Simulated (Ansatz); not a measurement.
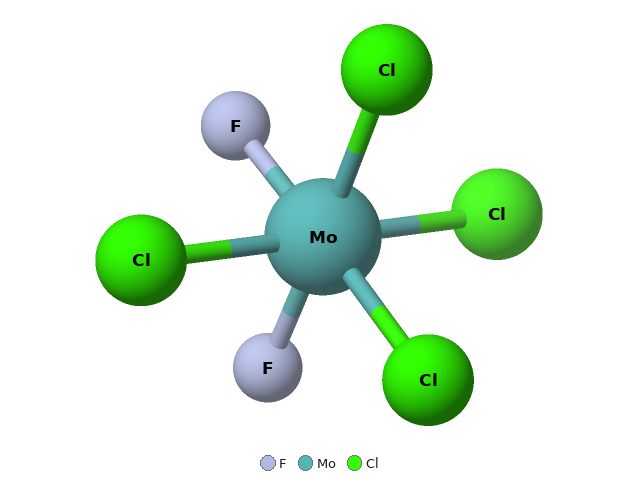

A metal compound. The species is neutral and a spin singlet. Computed geometry: PBE-D4/def2-SVP optimisation. No frequency run is at hand to confirm it as a minimum.

Question. Describe the coordination sphere.

Answer. Mo binds 6 atoms: 2 F at 1.86 Å, 4 Cl at 2.30 Å. The arrangement is octahedral.

Question. What are the formal oxidation state of the metal and its number of d electrons?

Answer. Mo(VI), d⁰, counting the ligands as closed-shell ions or neutral donors.
